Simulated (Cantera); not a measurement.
Feed: 1 mol Al₂O₃, a varied amount of Cl₂, 9.7 mol H₂, at 773.15 K and 0.170 bar.

Equilibrium computed with Cantera from the NASA thermochemical tables; the gas is ideal and each condensed phase is pure. Candidate condensed phases: Al, AlCl₃, Al₂O₃, H₂O; 29 gas species. Condensed phases not in the tables: AlOCl. Equilibrium is a limit: real reactors are often held back by kinetics, nucleation or transport.

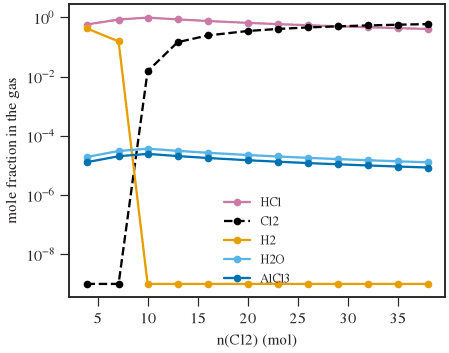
*Equilibrium gas composition (values under 1e-9 drawn at 1e-9)*

From 3.9 mol Cl₂ to 38 mol Cl₂ the condensed part is Al₂O₃(s). The main Al-bearing gas is AlCl₃ throughout.
